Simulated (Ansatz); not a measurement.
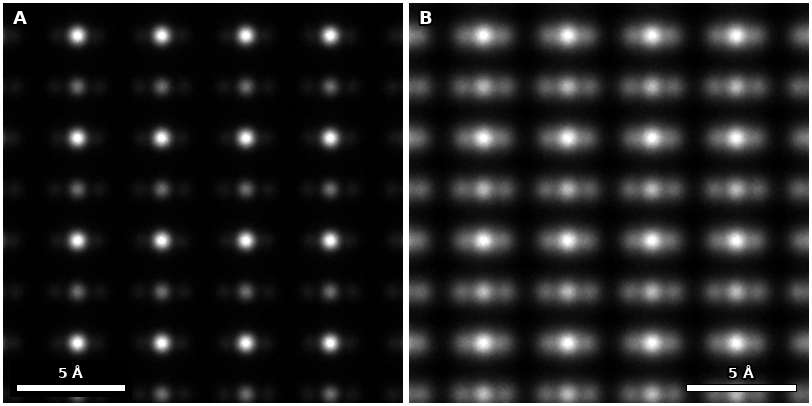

Two simulated images of the same area of AgPbCl₄ (P4/mmm, No. 123) along [101], with a probe of 0.62 Å. One is incoherent Z contrast (Z^1.7 per atom), the other the projected potential of neutral atoms blurred by the probe (iDPC-like, thin sample). Brightness is counted from the darkest point of the image. Shot noise was added. Structure used: coordinates from a relaxation with Ansatz, DFT PBE, scalar-relativistic, plane waves, PAW; the starting structure was generated, so it need not be a known form of this composition.

Which panel is which, and how can one tell?

Answer. A is the Z-contrast image and B the potential image. The columns of 1 Cl per repeat reach about 8 % of the brightest peak (1 Pb) in A but about 38 % in B, mainly since the potential grows much more slowly with atomic number.
